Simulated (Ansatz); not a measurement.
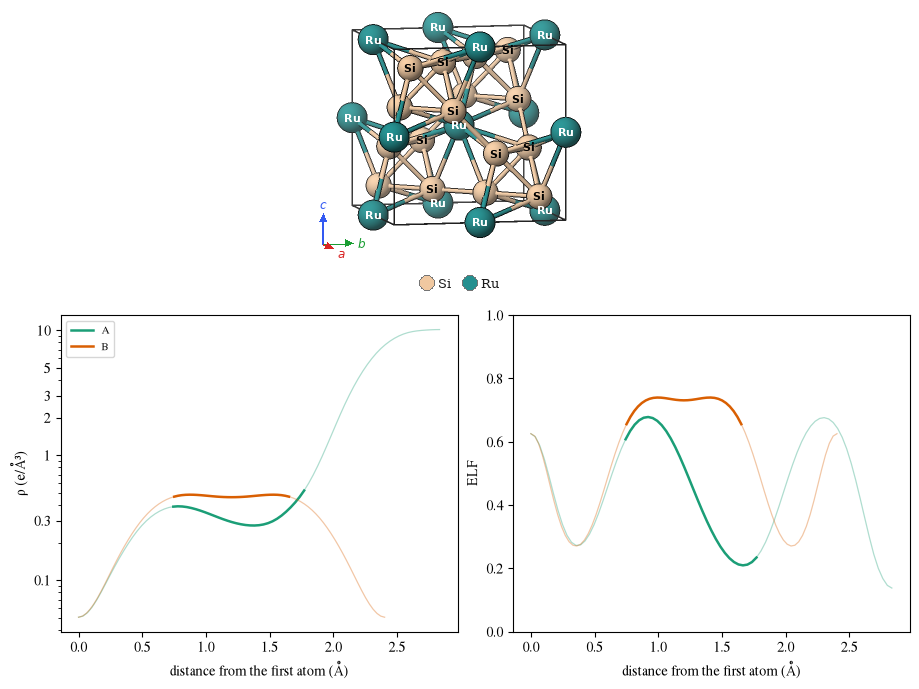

Figure 1: Si₄Ru. Valence charge density (pseudo) and ELF along straight lines between neighbouring atoms. Thin, pale parts lie inside the atomic spheres. The structure is drawn too.

Space group F-43m; a structure generated by program, which may or may not match a known phase; computed without spin polarisation.

Method: DFT PBE, scalar-relativistic, plane waves, PAW (Ansatz 0.2.0).

The density is the valence pseudo-density of a PAW calculation; it isn't the true density close to the nuclei.

```
Si Ru
1.0
     6.82998    0.00000    0.00000
     0.00000    0.00000   -6.82998
     0.00000    6.82998    0.00000
Si Ru
16 4
Direct
  0.62435 0.87565 0.37565
  0.12435 0.87565 0.87565
  0.12435 0.37565 0.37565
  0.62435 0.37565 0.87565
  0.87565 0.62435 0.37565
  0.37565 0.62435 0.87565
  0.37565 0.12435 0.37565
  0.87565 0.12435 0.87565
  0.87565 0.87565 0.12435
  0.37565 0.87565 0.62435
  0.37565 0.37565 0.12435
  0.87565 0.37565 0.62435
  0.62435 0.62435 0.12435
  0.12435 0.62435 0.62435
  0.12435 0.12435 0.12435
  0.62435 0.12435 0.62435
  0.00000 0.50000 0.00000
  0.50000 0.50000 0.50000
  0.50000 0.00000 0.00000
  0.00000 0.00000 0.50000
```

Which curve belongs to which contact (Si–Ru and Si–Si)? The first atom named is at distance zero.

Curve A: Si–Ru (2.83 Å): ρ is about 0.28 e/Å³ halfway; the ELF peaks at about 0.70 in the valence shell of Si, 0.9 Å from its nucleus, and drops to about 0.20 between the two atoms. Curve B: Si–Si (2.40 Å): the density is about 0.46 e/Å³ at the midpoint; the ELF peaks at about 0.75 between the atoms.
